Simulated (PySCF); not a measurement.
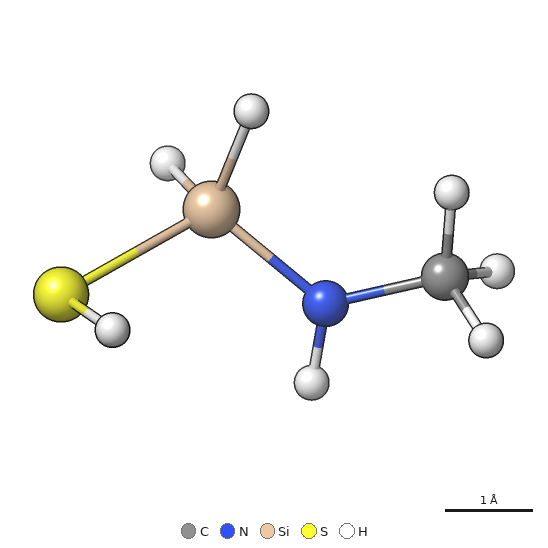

Ball-and-stick drawing of a structure. Every bond is drawn as one stick, whatever its order.

Computed geometry: PBE0-D3(BJ)/def2-SVP optimisation. No frequency run is at hand to confirm it as a minimum.

> Count the atoms of each element.

CH7NSSi, 11 atoms: 1 carbon, 7 hydrogen, 1 nitrogen, 1 sulfur and 1 silicon.

> Give a SMILES string for it.

CN[SiH2]S

> Name some functional groups or characteristic bonds that it holds.

Among them: Si–H bond, Si–N bond.

> Describe its rings.

It has no ring.

The parts below concern this one geometry. Atoms keep their numbers from picture to picture.

**Geometry**

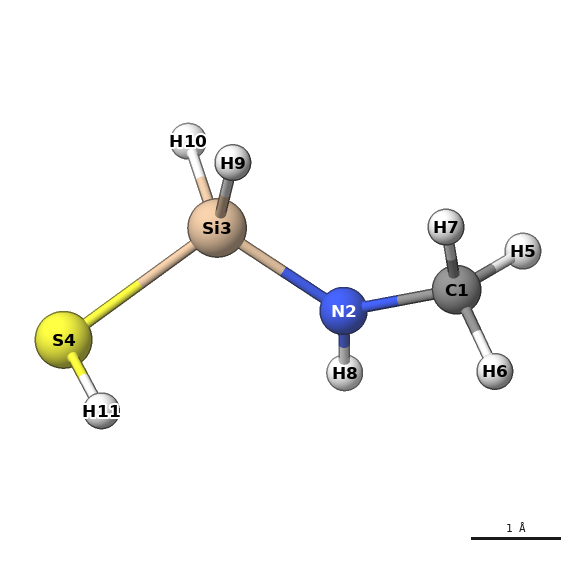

The atoms are numbered. No frequency run is at hand to confirm it as a minimum.

Give the bond lengths.

```tsv
bond	length (Å)	order
C1–N2	1.442	single
C1–H5	1.106	single
C1–H6	1.104	single
C1–H7	1.101	single
N2–Si3	1.721	single
N2–H8	1.014	single
Si3–S4	2.148	single
Si3–H9	1.494	single
Si3–H10	1.497	single
S4–H11	1.352	single
```

**Core levels**

No frequency run is at hand to confirm it as a minimum. Properties computed with delta-SCF UKS SCAN, def2-TZVP on the ionised atom, pcseg-1 elsewhere, spin-free X2C (PySCF 2.14.0).

Give the core-electron binding energies (to vacuum; p and d levels without spin–orbit splitting) of C1 1s, N2 1s, Si3 1s, Si3 2p, S4 1s, S4 2p.

| atom | level | binding energy (eV) |
| --- | --- | --- |
| C1 | 1s | 292.2 |
| N2 | 1s | 405.2 |
| Si3 | 1s | 1851.0 |
| Si3 | 2p | 107.6 |
| S4 | 1s | 2481.1 |
| S4 | 2p | 170.0 |

**Excitation**

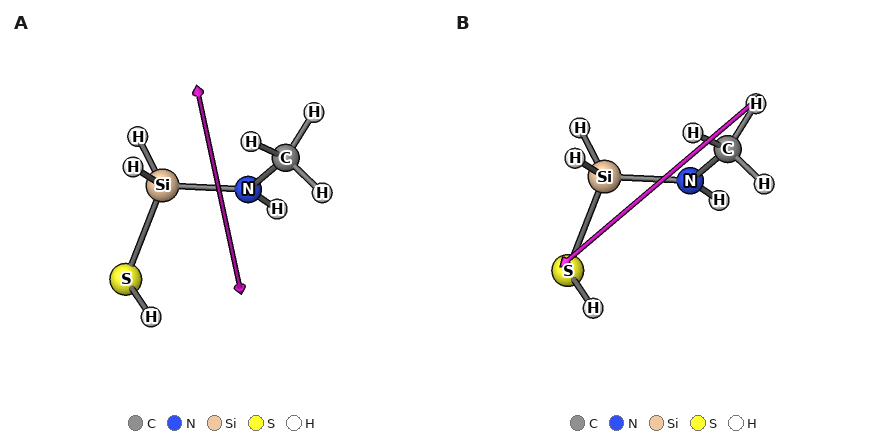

The double arrows show the directions of two transition dipoles from the ground state (lengths mean nothing). No frequency run is at hand to confirm it as a minimum. Properties computed with TDDFT PBE/def2-SVPD, vertical, gas phase, core orbitals frozen in the response (PySCF 2.14.0).

> One belongs to singlet state 5 and one to singlet state 7. Which is which?

A: state 5, 6.02 eV (206 nm), oscillator strength 0.023, mainly HOMO−1 → LUMO+1 (weight 0.94).
B: state 7, 6.34 eV (196 nm), oscillator strength 0.016, mainly HOMO−1 → LUMO+2 (weight 0.90).

**Polarisability**

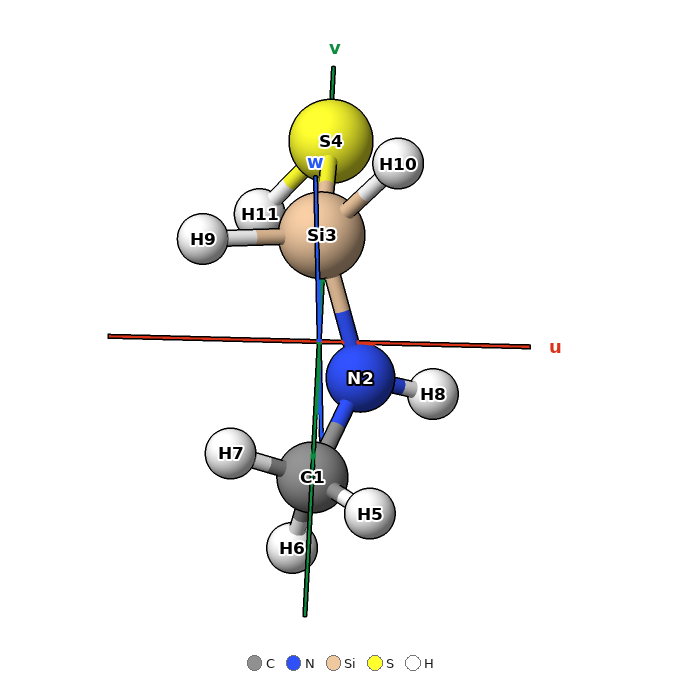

The lines u, v and w are the principal axes of the static dipole polarisability. No frequency run is at hand to confirm it as a minimum. Method: LC-wPBE/def2-SVPD (PySCF 2.14.0).

> Along which axis is the molecule most polarisable, and along which least?

Most along v (close to the long direction C1···S4), least along u.

> Give the three principal values.

u 59.4, v 81.7, w 64.3 bohr³; mean 68.4, anisotropy 20.3 bohr³.
